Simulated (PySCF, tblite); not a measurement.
# C₄H₈BF₃P radical: geometry, infrared bands and EPR parameters

Aim: predict the infrared bands and EPR parameters of C₄H₈BF₃P radical (`FC(F)(F)CC[CH]BP`).

Computed with tblite 0.8.0 and PySCF 2.14.0, with density-fitted response routines of our own, on a single molecule in the gas phase. Atoms count from 0, in the outputs and in this text.

## Step 1: Starting geometry

17 atoms, charge 0, multiplicity 2; geometry from: force field or distance geometry start.

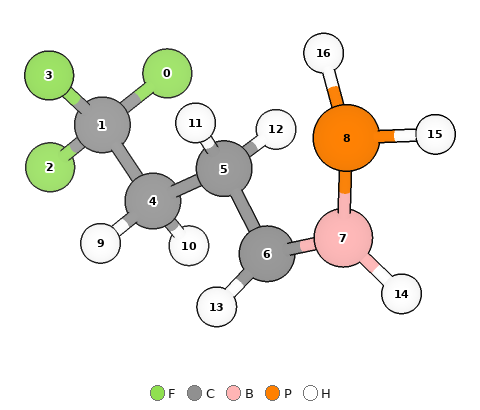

As it starts; fluorine green, carbon grey, boron pink, phosphorus orange, hydrogen white, atoms numbered.

## Step 2: Optimising the geometry with GFN2-xTB

What the job is given:

```
{"job": {"kind": "relax", "xc": "GFN2-xTB", "basis": "xTB"}, "charge": 0, "multiplicity": 2}
F     -2.207900     1.339000    -1.323600
C     -2.480900     0.981900    -0.017300
F     -3.781900     0.490200    -0.008400
F     -2.323400     2.001900     0.879000
C     -1.605100    -0.201000     0.298900
C     -0.129600     0.071100     0.147600
C      0.563500    -1.221100     0.487500
B      2.124500    -1.186500     0.418900
P      3.200600     0.341200     0.806700
H     -1.816800    -0.498600     1.364300
H     -1.842000    -1.067300    -0.367400
H      0.208100     0.923300     0.759600
H      0.075400     0.328200    -0.897900
H      0.160300    -1.711100     1.392200
H      2.665400    -2.202800     0.141100
H      4.557800     0.094700     0.367100
H      2.624900     1.529000     0.191300
```

The run is started by

```
OMP_NUM_THREADS=1 python probes_run.py task.json out
```

This one command runs all jobs of the session in turn.

**Question.** This job is followed by: GFN2-xTB harmonic vibrations, gas phase; UKS B3LYP, pcH-1 on B C F H P, non-relativistic, mean-field spin-orbit, GIAO. What will the session give for the following? strongest single infrared mode (GFN2-xTB); zero-point energy (GFN2-xTB); g(iso) (B3LYP); ⟨S²⟩; largest a(iso) (averaged by class); surface potential, least and greatest.

**Answer**, as computed:

| quantity | value |
| --- | --- |
| strongest single infrared mode (GFN2-xTB) | 1189 cm⁻¹, 189 km/mol |
| zero-point energy (GFN2-xTB) | 71.1 kcal/mol |
| g(iso) (B3LYP) | 2.00325 |
| ⟨S²⟩ | 0.757 (exact 0.75) |
| largest a(iso) (averaged by class) | 31P on P8, 123.8 MHz |
| surface potential, least and greatest | -0.63 V and 1.24 V |

What this shows: Over 161 steps the energy fell by 1.529 eV; of the close pairs, C6–B7 changed most, 1.563 to 1.475 Å. All 45 modes are real, so the xTB geometry is a minimum. The strongest single mode, at 1189 cm⁻¹, moves mainly C1. Unscaled tight-binding wavenumbers are off by several per cent, some by more. Its intensities can rank the bands wrongly. C6 carries the largest spin population, 0.78 e. The isotropic g lies 0.9 ppt above the free-electron value.
